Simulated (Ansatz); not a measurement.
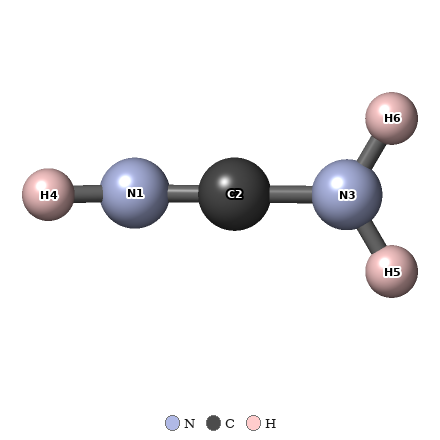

The system is CH3N2, charge +1; the picture shows the reference structure. 
- First axis: angle N1–C2–N3 (carried through 180). Second axis: change of the bonds C2–N1, C2–N3, all alike.
- Nothing is relaxed (all other coordinates rigid).
- The grid has 9 × 9 points.
- Points are written as (first, second).
- Energies: eV, counted from the relaxed molecule at the same level.
- All numbers below come from Ansatz 0.2.0, RKS wB97M-V/def2-TZVP.

Its coordinates:

```yaml
atoms:
  - { symbol: N, position_ang: [-0.9634, -0.6076, -0.8450] }
  - { symbol: C, position_ang: [-0.1822, -0.1115, -0.1645] }
  - { symbol: N, position_ang: [0.7014, 0.4995, 0.5365] }
  - { symbol: H, position_ang: [-1.6617, -1.2592, -1.1671] }
  - { symbol: H, position_ang: [1.6795, 0.2454, 0.4610] }
  - { symbol: H, position_ang: [0.4264, 1.2334, 1.1791] }
```

Range: angle N1–C2–N3 (carried through 180) from 140 to 220°; change of the bonds C2–N1, C2–N3, all alike from −0.134 to 0.207 Å.

**Predict the map.**

The lowest grid point is at (180°, −0.006 Å), 0.013 eV from the relaxed molecule at the same level. No other kind of well shows on this grid. The highest grid point, (220°, −0.134 Å), lies 4.27 eV above the lowest. Round the minimum the two coordinates are nearly uncoupled.

| second ↓, first → | 140 | 150 | 160 | 170 | 180 | 190 | 200 | 210 | 220 |
| --- | --- | --- | --- | --- | --- | --- | --- | --- | --- |
| 0.207 | 3.28 | 3.07 | 2.95 | 2.91 | 2.95 | 3.05 | 3.23 | 3.48 | 3.83 |
| 0.164 | 2.45 | 2.19 | 2.04 | 1.98 | 2.01 | 2.11 | 2.30 | 2.58 | 2.97 |
| 0.122 | 1.77 | 1.46 | 1.28 | 1.19 | 1.21 | 1.32 | 1.52 | 1.83 | 2.25 |
| 0.079 | 1.25 | 0.89 | 0.66 | 0.55 | 0.56 | 0.67 | 0.89 | 1.23 | 1.70 |
| 0.036 | 0.97 | 0.54 | 0.27 | 0.14 | 0.13 | 0.25 | 0.48 | 0.86 | 1.39 |
| −0.006 | 1.00 | 0.50 | 0.19 | 0.03 | 0.01 | 0.13 | 0.39 | 0.80 | 1.39 |
| −0.049 | 1.43 | 0.86 | 0.50 | 0.31 | 0.28 | 0.40 | 0.68 | 1.13 | 1.79 |
| −0.091 | 2.36 | 1.71 | 1.29 | 1.07 | 1.03 | 1.15 | 1.46 | 1.96 | 2.69 |
| −0.134 | 3.98 | 3.24 | 2.75 | 2.49 | 2.43 | 2.57 | 2.91 | 3.46 | 4.28 |

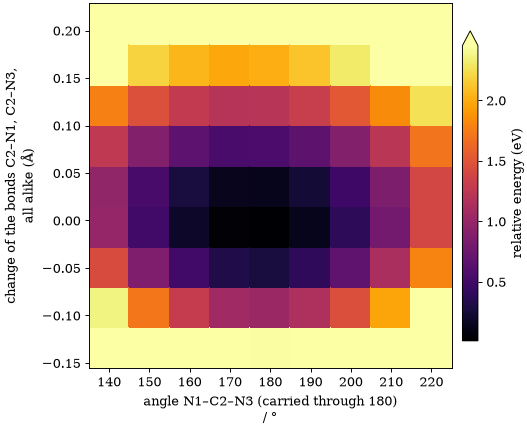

In the figure: one coloured cell a grid point, one colour for all values above the top of the scale.

The whole map (81 points run) took 9.9 min on 1 thread of Arm Neoverse V2 (shared host).
